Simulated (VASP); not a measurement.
Band structure of Nb (relaxed from the hcp structure, space group P6_3/mmc). All values below come from PBEsol GGA, VASP's PBE PAW potentials (set 64) (plane waves; VASP).

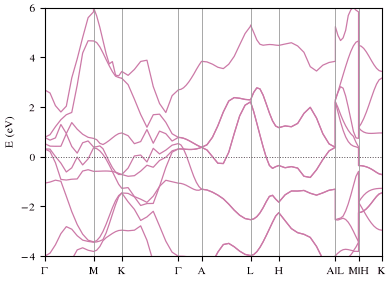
*Bands along high-symmetry lines, zero at the valence-band maximum or, without a gap, the Fermi level*

Task: Read the plot: is there a gap, and where are the band edges?

Result: It has no gap at this level: it comes out as a metal or semimetal. (Edges off the drawn lines would not show.)

The structure was generated: Nb was put into the hcp type (P6_3/mmc), which need not be its known phase. It was relaxed first.
